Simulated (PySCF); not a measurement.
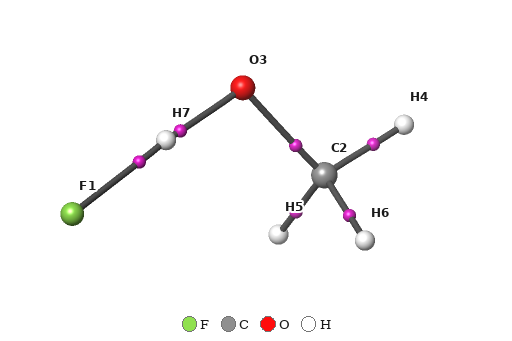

CH4FO, charge −1, SMILES `[F-].CO`. Molecular graph of the electron density (QTAIM): bond paths, bond critical points (magenta), ring points (cyan, if any); weak paths are dashed.

Method: PBE0/def2-SVPD; geometry: GFN2-xTB; program: PySCF. The pair's geometry is semi-empirical, so its contact may be too short or too long.

Geometry (Å), atoms numbered from 1:

```
F1      -1.7843   -0.1827    0.0001
C2       1.3157   -0.3874    0.0003
O3       0.4974    0.7155   -0.0001
H4       2.3675   -0.0562   -0.0006
H5       1.1688   -1.0286   -0.8888
H6       1.1702   -1.0273    0.8885
H7      -0.5212    0.3572    0.0000
```

> How many critical points of each kind are there, and does the count close?

7 nuclei, 6 bond, 0 ring and 0 cage critical points: 7 − 6 + 0 − 0 = 1, as the Poincaré–Hopf relation requires.

> Tabulate density, Laplacian, ellipticity and energy density at the bond critical points (atomic units).

```csv
bond,length (Å),ρ (a.u.),∇²ρ (a.u.),ε,H (a.u.)
C2–O3,1.373,0.290,−0.61,0.02,−0.441
C2–H6,1.104,0.271,−0.96,0.04,−0.284
C2–H4,1.103,0.271,−0.96,0.04,−0.285
C2–H5,1.106,0.271,−0.96,0.04,−0.282
O3–H7,1.080,0.241,−1.03,0.02,−0.330
F1–H7,1.374,0.093,+0.14,0.00,−0.042
```

> What kind of interaction is C2–H6?

Shared-shell (covalent): ρ = 0.271, ∇²ρ = −0.96, H = −0.284 a.u.
